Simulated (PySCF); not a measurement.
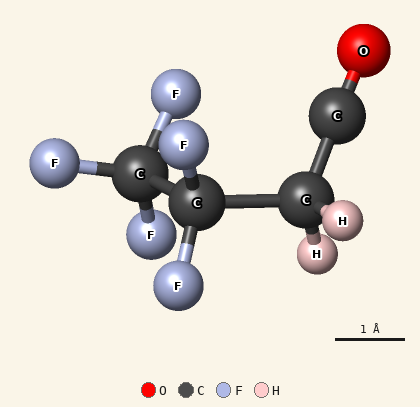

The structure as given in the input (ball-and-stick view, seen at a tilt). Bond lengths as drawn: C–C 1.39 to 1.63 Å, C–F 1.28 to 1.35 Å, C–H 1.09 to 1.13 Å and C–O 1.08 Å.

## Geometry relaxation, with input and output: C₄H₂F₅O (charge +1)

System: C₄H₂F₅O, charge +1, SMILES [O+]#CCC(F)(F)C(F)(F)F.
Method: PBE0-D3(BJ)/def2-SVP geometry optimisation, gas phase (PySCF 2.14.0).

It belongs to a series of runs on one base structure; here: H on C replaced by C2F5.

Output:
```
step   0  E = -726.46456054  max force = 0.088657
step   1  E = -726.46892759  max force = 0.019295
step   2  E = -726.47187965  max force = 0.007024
step   3  E = -726.47268197  max force = 0.004463
step   4  E = -726.47286780  max force = 0.001208
step   5  E = -726.47301790  max force = 0.002464
step   6  E = -726.47310378  max force = 0.002540
step   7  E = -726.47314638  max force = 0.001148
step   8  E = -726.47315652  max force = 0.000595
step   9  E = -726.47315602  max force = 0.000687
step  10  E = -726.47315721  max force = 0.000479
step  11  E = -726.47316066  max force = 0.000315
optimisation converged
```

Trajectory as extended XYZ (Å, eV, eV/Å), 12 frames, from step=0 to step=11:
```
12
Properties=species:S:1:pos:R:3:forces:R:3 step=0 energy=-19768.10759
O    -2.0595    1.5763    0.9268   -2.3895   4.5589   1.3650
C    -1.5862    0.6432    0.6458    1.6919  -3.3157  -0.9855
C    -1.0145   -0.5669    0.2892    2.2836  -1.5426  -0.1726
C     0.2794   -0.4376   -0.6870   -1.3621   0.2230  -0.5778
F    -0.1603    0.0936   -1.8427    0.4297   0.1102   0.8249
F     0.6937   -1.6577   -0.9300    0.2175  -0.0234   0.3412
C     1.3713    0.4530   -0.0238   -0.3531   0.1914   0.7267
F     1.8220   -0.1381    1.0675   -0.1341  -0.3093  -0.0184
F     2.3418    0.7284   -0.8170    0.3987   0.0950  -0.6782
F     0.7594    1.5941    0.3730   -0.0762  -0.2668  -0.2923
H    -1.7488   -1.2003   -0.2165   -0.3603  -0.1527  -0.2515
H    -0.6587   -1.1161    1.2057   -0.3461   0.4319  -0.2815
12
Properties=species:S:1:pos:R:3:forces:R:3 step=1 energy=-19768.22642
O    -2.1629    1.7085    0.4686    0.2362  -0.7685  -0.3044
C    -1.6679    0.7454    0.1751   -0.2396   0.9922   0.1644
C    -1.0689   -0.5019   -0.1602   -0.0780  -0.1053  -0.0106
C     0.4366   -0.4205   -0.5778    0.7643   0.1724   0.6936
F     0.5729    0.3136   -1.6639   -0.5648  -0.0314  -0.6507
F     0.8738   -1.6486   -0.7777   -0.2756  -0.1029  -0.0867
C     1.3316    0.2946    0.4857   -0.3272  -0.1846  -0.6396
F     1.4909   -0.4287    1.5643    0.0871   0.0195   0.0209
F     2.4627    0.5855   -0.1007    0.0443   0.0105   0.5547
F     0.6679    1.4226    0.8017    0.1188   0.1008   0.2024
H    -1.6721   -0.9701   -0.9634    0.0549   0.0789  -0.1169
H    -1.2141   -1.1255    0.7394    0.1798  -0.1818   0.1730
12
Properties=species:S:1:pos:R:3:forces:R:3 step=2 energy=-19768.30675
O    -2.1996    1.7113    0.3827    0.0892  -0.2343  -0.1452
C    -1.6649    0.7584    0.1486   -0.0729   0.2516   0.1231
C    -1.0426   -0.4950   -0.1319   -0.2595  -0.1389   0.3434
C     0.4398   -0.4045   -0.5972   -0.0901   0.1063   0.1921
F     0.4552    0.2957   -1.7239    0.2144   0.0741  -0.0266
F     0.8293   -1.6471   -0.8071    0.1743   0.0623  -0.0327
C     1.3353    0.2951    0.4777    0.3082   0.1905  -0.1929
F     1.4747   -0.4625    1.5357   -0.1752  -0.3612   0.1369
F     2.5025    0.6004   -0.0167   -0.1116   0.0134  -0.1279
F     0.6953    1.4191    0.8563   -0.1458  -0.0537  -0.2067
H    -1.6433   -0.9872   -0.9235    0.0511   0.0164  -0.0378
H    -1.1312   -1.1089    0.7903    0.0178   0.0736  -0.0259
12
Properties=species:S:1:pos:R:3:forces:R:3 step=3 energy=-19768.32858
O    -2.2256    1.7058    0.3357   -0.0113   0.0031  -0.0517
C    -1.6719    0.7568    0.1422    0.0554  -0.0391   0.0287
C    -1.0353   -0.4970   -0.1070   -0.0678  -0.1020   0.0804
C     0.4476   -0.3931   -0.5953   -0.0960  -0.0192  -0.0728
F     0.4601    0.3115   -1.7220    0.0606   0.0234   0.0928
F     0.8574   -1.6276   -0.8140    0.0290   0.0186  -0.0506
C     1.3341    0.2951    0.4739    0.0748   0.0354  -0.2295
F     1.4497   -0.4957    1.5157    0.0021  -0.0345   0.1339
F     2.5005    0.6129   -0.0118   -0.1159   0.0007   0.0710
F     0.6689    1.4062    0.8456    0.0486   0.0526   0.0378
H    -1.6272   -1.0026   -0.8966    0.0051  -0.0158   0.0016
H    -1.1077   -1.0977    0.8245    0.0155   0.0768  -0.0415
12
Properties=species:S:1:pos:R:3:forces:R:3 step=4 energy=-19768.33364
O    -2.2442    1.6917    0.2912   -0.0123   0.0506  -0.0080
C    -1.6804    0.7435    0.1280    0.0263  -0.0568  -0.0041
C    -1.0343   -0.5087   -0.0986    0.0418  -0.0358  -0.0541
C     0.4473   -0.3862   -0.5936    0.0146  -0.0213  -0.0426
F     0.4595    0.3332   -1.7101   -0.0362   0.0317   0.0436
F     0.8734   -1.6120   -0.8295   -0.0252   0.0097  -0.0270
C     1.3321    0.2993    0.4769    0.0254   0.0621   0.0029
F     1.4462   -0.4969    1.5187    0.0072   0.0062   0.0396
F     2.4965    0.6236   -0.0034   -0.0260  -0.0437   0.0170
F     0.6710    1.4106    0.8568   -0.0247  -0.0008   0.0047
H    -1.6198   -1.0277   -0.8843   -0.0053  -0.0252   0.0114
H    -1.0968   -1.0956    0.8390    0.0145   0.0233   0.0166
12
Properties=species:S:1:pos:R:3:forces:R:3 step=5 energy=-19768.33772
O    -2.2522    1.6696    0.2309   -0.0168   0.0647   0.0291
C    -1.6812    0.7202    0.1057   -0.0423  -0.0391  -0.0305
C    -1.0232   -0.5299   -0.0916    0.0425   0.0030  -0.1144
C     0.4502   -0.3751   -0.5953    0.0512  -0.0509   0.0294
F     0.4457    0.3705   -1.6937   -0.0468   0.0373  -0.0423
F     0.8982   -1.5869   -0.8595   -0.0204   0.0317  -0.0139
C     1.3206    0.3099    0.4864   -0.0246  -0.0389   0.1267
F     1.4310   -0.4939    1.5271    0.0082   0.0721  -0.0612
F     2.4842    0.6461    0.0195    0.0602  -0.0153   0.0033
F     0.6450    1.4122    0.8691   -0.0051  -0.0188  -0.0042
H    -1.6028   -1.0731   -0.8657   -0.0028  -0.0258   0.0262
H    -1.0650   -1.0948    0.8582   -0.0033  -0.0199   0.0518
12
Properties=species:S:1:pos:R:3:forces:R:3 step=6 energy=-19768.34006
O    -2.2780    1.6433    0.1915    0.0098   0.0244   0.0388
C    -1.6960    0.6977    0.0866   -0.0459  -0.0254  -0.0428
C    -1.0161   -0.5446   -0.0914    0.0485   0.0377  -0.0466
C     0.4547   -0.3616   -0.5965    0.0485  -0.0284   0.0380
F     0.4348    0.4037   -1.6820   -0.0296   0.0249  -0.0355
F     0.9187   -1.5613   -0.8840   -0.0118   0.0157  -0.0054
C     1.3184    0.3186    0.4961   -0.0885  -0.0405   0.1306
F     1.4236   -0.4895    1.5345   -0.0018   0.0435  -0.0713
F     2.4852    0.6579    0.0413    0.0622   0.0050  -0.0217
F     0.6362    1.4161    0.8805    0.0087  -0.0223  -0.0209
H    -1.5873   -1.1115   -0.8545    0.0104  -0.0215   0.0134
H    -1.0439   -1.0941    0.8688   -0.0105  -0.0131   0.0234
12
Properties=species:S:1:pos:R:3:forces:R:3 step=7 energy=-19768.34122
O    -2.2974    1.6179    0.1739    0.0206  -0.0209   0.0278
C    -1.7083    0.6760    0.0723   -0.0302  -0.0005  -0.0381
C    -1.0073   -0.5567   -0.0959    0.0005   0.0353   0.0173
C     0.4604   -0.3491   -0.5986    0.0104   0.0039   0.0156
F     0.4274    0.4323   -1.6738   -0.0001   0.0021  -0.0065
F     0.9387   -1.5378   -0.9039    0.0074   0.0027  -0.0001
C     1.3125    0.3272    0.5058   -0.0590  -0.0082   0.0396
F     1.4105   -0.4851    1.5400   -0.0069   0.0030  -0.0205
F     2.4838    0.6694    0.0633    0.0431   0.0160  -0.0196
F     0.6243    1.4209    0.8874    0.0122  -0.0196  -0.0099
H    -1.5673   -1.1443   -0.8511    0.0105  -0.0078  -0.0016
H    -1.0269   -1.0960    0.8715   -0.0084  -0.0060  -0.0039
12
Properties=species:S:1:pos:R:3:forces:R:3 step=8 energy=-19768.34150
O    -2.3110    1.6008    0.1749    0.0122  -0.0255   0.0105
C    -1.7174    0.6627    0.0657   -0.0046   0.0052  -0.0168
C    -1.0032   -0.5624   -0.1017   -0.0137   0.0167   0.0306
C     0.4647   -0.3414   -0.5989   -0.0040   0.0178  -0.0053
F     0.4276    0.4466   -1.6697    0.0080  -0.0054   0.0069
F     0.9517   -1.5246   -0.9109    0.0102  -0.0075   0.0013
C     1.3093    0.3331    0.5118   -0.0222   0.0188  -0.0157
F     1.4032   -0.4820    1.5431   -0.0014  -0.0199   0.0136
F     2.4836    0.6774    0.0755    0.0023   0.0077  -0.0039
F     0.6182    1.4243    0.8920    0.0080  -0.0071  -0.0010
H    -1.5536   -1.1585   -0.8572    0.0069   0.0014  -0.0092
H    -1.0227   -1.1011    0.8665   -0.0017  -0.0022  -0.0109
12
Properties=species:S:1:pos:R:3:forces:R:3 step=9 energy=-19768.34148
O    -2.3225    1.5842    0.1792   -0.0033  -0.0106  -0.0048
C    -1.7241    0.6504    0.0609    0.0123   0.0027   0.0062
C    -0.9995   -0.5677   -0.1085   -0.0140  -0.0048   0.0151
C     0.4689   -0.3346   -0.5989   -0.0097   0.0169  -0.0122
F     0.4306    0.4581   -1.6663    0.0077  -0.0082   0.0113
F     0.9649   -1.5132   -0.9146    0.0071  -0.0067   0.0024
C     1.3050    0.3392    0.5178    0.0158   0.0253  -0.0353
F     1.3968   -0.4797    1.5462   -0.0005  -0.0184   0.0216
F     2.4809    0.6881    0.0874   -0.0192  -0.0005   0.0082
F     0.6099    1.4269    0.8979   -0.0009  -0.0014   0.0072
H    -1.5400   -1.1674   -0.8682    0.0005   0.0074  -0.0095
H    -1.0205   -1.1095    0.8580    0.0040  -0.0016  -0.0102
12
Properties=species:S:1:pos:R:3:forces:R:3 step=10 energy=-19768.34151
O    -2.3283    1.5750    0.1814   -0.0109   0.0026  -0.0099
C    -1.7267    0.6441    0.0587    0.0143  -0.0012   0.0165
C    -0.9976   -0.5706   -0.1131   -0.0043  -0.0125  -0.0031
C     0.4716   -0.3312   -0.5985   -0.0063   0.0078  -0.0091
F     0.4341    0.4633   -1.6643    0.0041  -0.0039   0.0048
F     0.9729   -1.5075   -0.9148    0.0026  -0.0025   0.0028
C     1.3022    0.3427    0.5217    0.0247   0.0134  -0.0222
F     1.3935   -0.4791    1.5484    0.0011  -0.0086   0.0126
F     2.4782    0.6961    0.0951   -0.0213  -0.0037   0.0113
F     0.6034    1.4272    0.9030   -0.0060   0.0041   0.0084
H    -1.5329   -1.1691   -0.8775   -0.0025   0.0077  -0.0064
H    -1.0200   -1.1163    0.8510    0.0046  -0.0032  -0.0057
12
Properties=species:S:1:pos:R:3:forces:R:3 step=11 energy=-19768.34161
O    -2.3322    1.5692    0.1800   -0.0111   0.0095  -0.0080
C    -1.7276    0.6401    0.0569    0.0076  -0.0037   0.0159
C    -0.9962   -0.5726   -0.1165    0.0059  -0.0105  -0.0148
C     0.4736   -0.3289   -0.5982   -0.0010  -0.0020  -0.0011
F     0.4373    0.4671   -1.6624    0.0006   0.0011  -0.0036
F     0.9786   -1.5037   -0.9150   -0.0007   0.0024   0.0032
C     1.3000    0.3449    0.5251    0.0162  -0.0032   0.0012
F     1.3911   -0.4795    1.5504    0.0007   0.0043  -0.0029
F     2.4757    0.7021    0.1019   -0.0094  -0.0022   0.0080
F     0.5978    1.4267    0.9078   -0.0079   0.0038   0.0068
H    -1.5284   -1.1692   -0.8846   -0.0035   0.0061  -0.0032
H    -1.0192   -1.1214    0.8456    0.0026  -0.0057  -0.0016
```

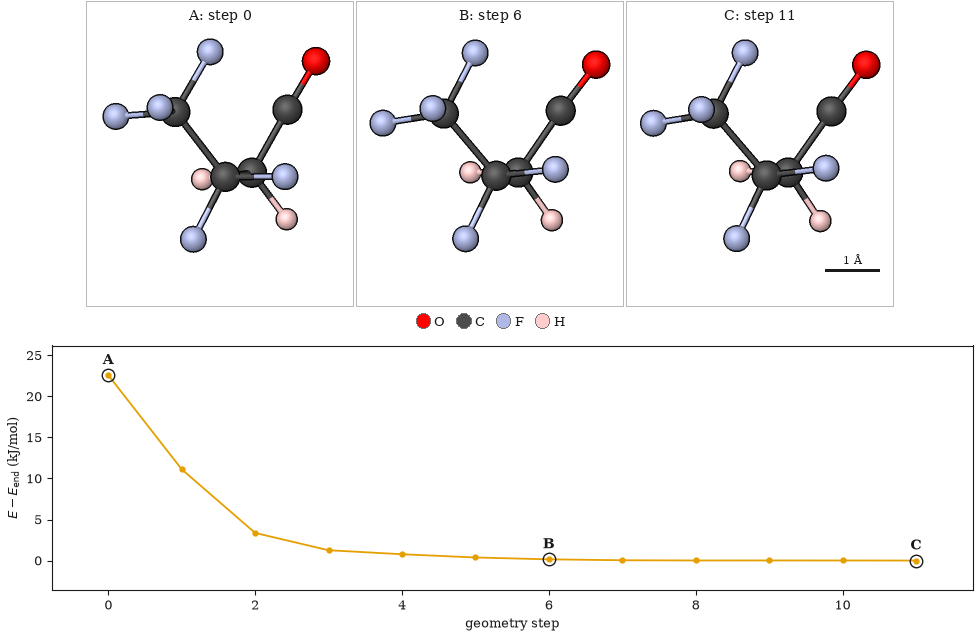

Frames of the relaxation (ball-and-stick view, seen at a tilt) above the curves, on which the letters mark them (steps are counted from 0).

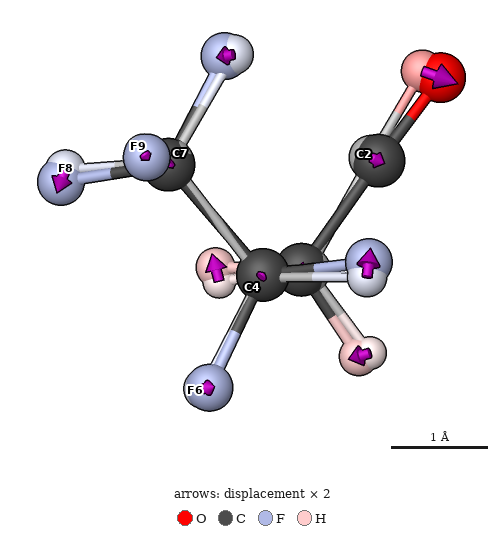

Start (faint) and end (solid) with the displacements as pink arrows, magnified 2 times (ball-and-stick view, seen at a tilt). The two geometries are laid on each other by the best rigid fit. The energy falls by 22.6 kJ/mol in 11 geometry steps. Largest force component: 4.6 eV/Å at the start, 0.016 eV/Å at the end. The atom that moves furthest after the best rigid fit is O1 (0.21 Å). By element the largest moves are O 0.21 Å, F 0.16 Å, H 0.16 Å, C 0.09 Å. Among the contacts that change: C3–C4 1.626 → 1.566 Å, C2–C3 1.385 → 1.427 Å, O1–C2 1.083 → 1.115 Å, C3–H12 1.126 → 1.108 Å. Among the angles that change: C4–C3–H12 106.0° → 111.3°, C2–C3–H11 110.4° → 107.2°, C2–C3–H12 110.3° → 107.8°. (Atoms are counted from 1 in the order of the input.)

The run was set up as follows.

Input file:
```
{"job": {"xc": "PBE0", "basis": "def2-SVP", "d3": "d3bj", "grid": 1, "shake": 0.01, "kind": "geom"}, "charge": 1, "multiplicity": 1}
O     -2.059470     1.576280     0.926800
C     -1.586200     0.643210     0.645760
C     -1.014500    -0.566930     0.289150
C      0.279420    -0.437650    -0.687000
F     -0.160270     0.093580    -1.842740
F      0.693710    -1.657720    -0.929960
C      1.371300     0.452960    -0.023760
F      1.822020    -0.138150     1.067460
F      2.341790     0.728390    -0.816960
F      0.759440     1.594090     0.373040
H     -1.748840    -1.200250    -0.216520
H     -0.658710    -1.116090     1.205700
```

The first line tells a small driver script what to run in PySCF; the rest is the geometry in Å.

Run as:
```bash
OMP_NUM_THREADS=1 python <driver script> task.json out
```

Results in brief:

- outcome: converged
- total energy: −726.473161 hartree
- point group: C1
- hardware: 1 CPU thread, shared host
- wall time: 78 s
- peak memory: 0.6 GiB
